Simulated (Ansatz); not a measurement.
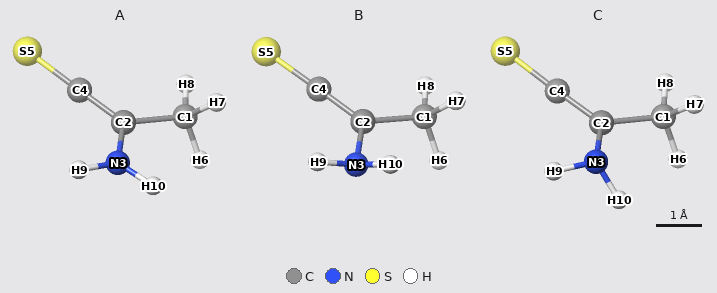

3 geometries from a converged minimum-energy path of C3H5NS, shuffled. The picture is a ball-and-stick view, seen from a free direction.

The calculation used RHF/def2-SVP in Ansatz. Set-up: 5 movable images; climbing image; force threshold 0.03 eV/Å; iteration limit 60; starting path by image-dependent pair potential.

> Which frame is the top of the path?

A. In order along the path, whose images run from 0 to 6: C (image 1, +0.008 eV), A (image 3, +0.123 eV), B (image 5, +0.008 eV). The motion is an umbrella inversion at N3. No bond forms or breaks between the ends. Bond angles that change up to the highest image, for instance: H9–N3–H10 109.4° → 118.5°, C2–N3–H9 113.6° → 121.6°.
